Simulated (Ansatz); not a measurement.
## Electronic structure of C5H7ClFGaO2 (SMILES CC1=CC(C)=[O+][Ga-]([F])([Cl])[O]1) in real space

```xyz
17

C     1.6471   -1.7172   -1.1970
C     0.9700   -0.6985   -0.3450
C    -0.3675   -0.3729   -0.5702
C    -1.1033    0.5574    0.1638
C    -2.5328    0.8148   -0.1714
O    -0.6530    1.2440    1.1415
Ga    1.1151    1.1177    1.7916
F     1.0607    0.3848    3.3799
Cl    2.1686    2.9550    1.5508
O     1.7083   -0.1864    0.5621
H     0.9879   -2.1261   -1.9598
H     2.0164   -2.5234   -0.5586
H     2.5197   -1.2603   -1.6700
H    -0.8747   -0.8840   -1.3752
H    -2.8772    0.2164   -1.0123
H    -3.1461    0.6021    0.7077
H    -2.6583    1.8763   -0.3980
```

Geometry: PBE0-D4/def2-TZVP.

Method: RKS PBE0-D4/def2-TZVPP in Ansatz.

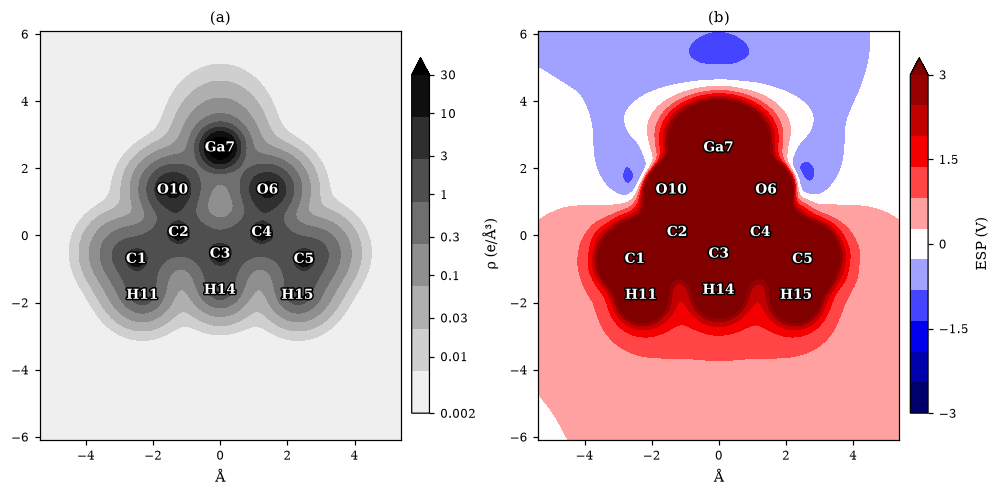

Figure 1. (a) electron density; (b) molecular electrostatic potential on the plane of atoms C5, C4 and O6.

Question: What do the fields say about this system?

Answer:
- The plane passes through C, O, Ga and H nuclei.
- C–O (1.28 Å): the density is about 2.8 e/Å³ at the midpoint.
- C–C (1.39 Å): ρ is about 2.2 e/Å³ halfway.
- Ga–O (1.89 Å): the density is about 0.72 e/Å³ at the midpoint.
- C–H (1.08 Å): the density is about 2 e/Å³ at the midpoint.
- C–C (1.49 Å): ρ at the midpoint is about 1.8 e/Å³.
- Outside the dense part of the molecule the potential is most negative (−0.9 V) near O6 and O10.

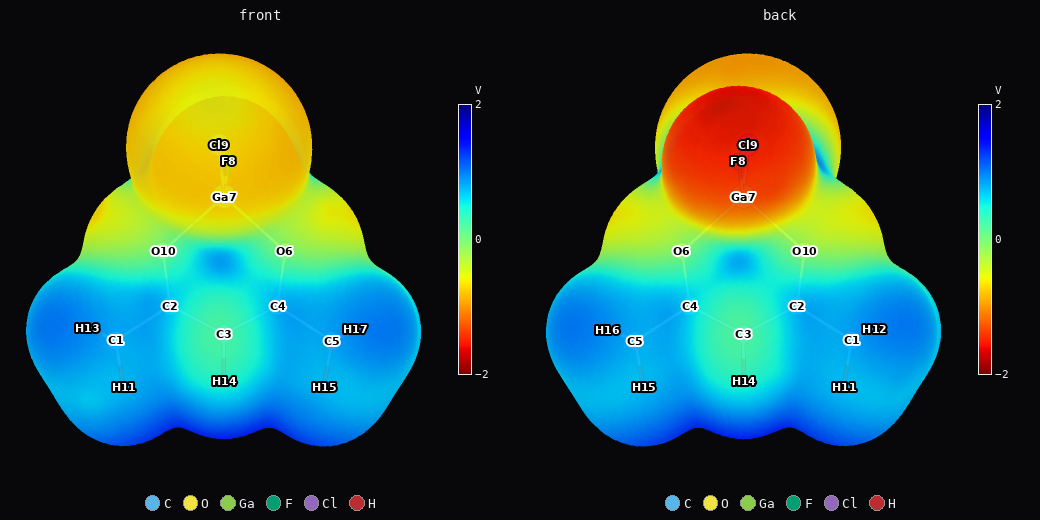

Figure 2. The electrostatic potential painted on the density surface at 0.001 e/bohr³, seen from the front and from behind; the colour scale runs from red (negative) to blue (positive).

Question: Which sites attract a positive test charge, and which a negative one?

Answer: A positive charge is drawn to the negative regions and a negative charge to the positive ones. The most negative region (about −1.7 V) lies over F8, the most positive (about +1.4 V) over H11, H14 and H15.

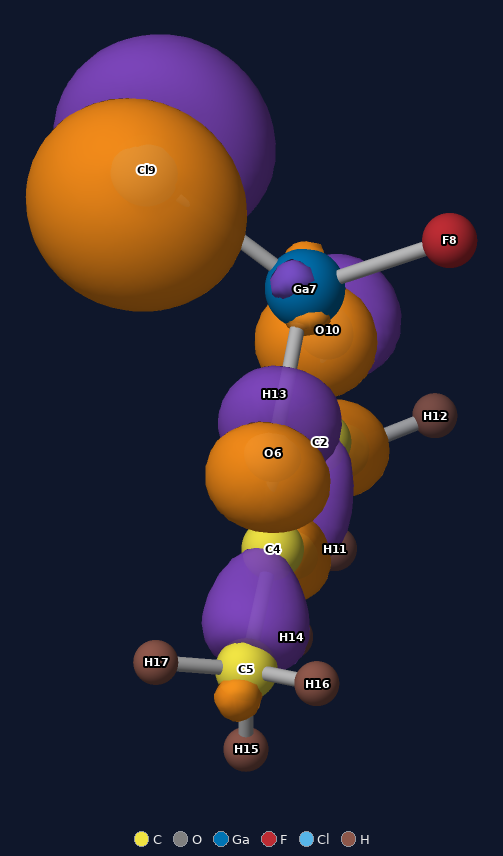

Figure 3. The HOMO−1 at ±0.1 Å⁻³ᐟ² (orange and purple are the two phases), seen at an oblique angle.

Question: Where does this orbital lie, and at what energy?

Answer: It lies mainly on Cl9 (about 65 %), O10 (about 10 %), O6 (about 10 %) and Ga7 (about 5 %). Its energy is −8.72 eV.
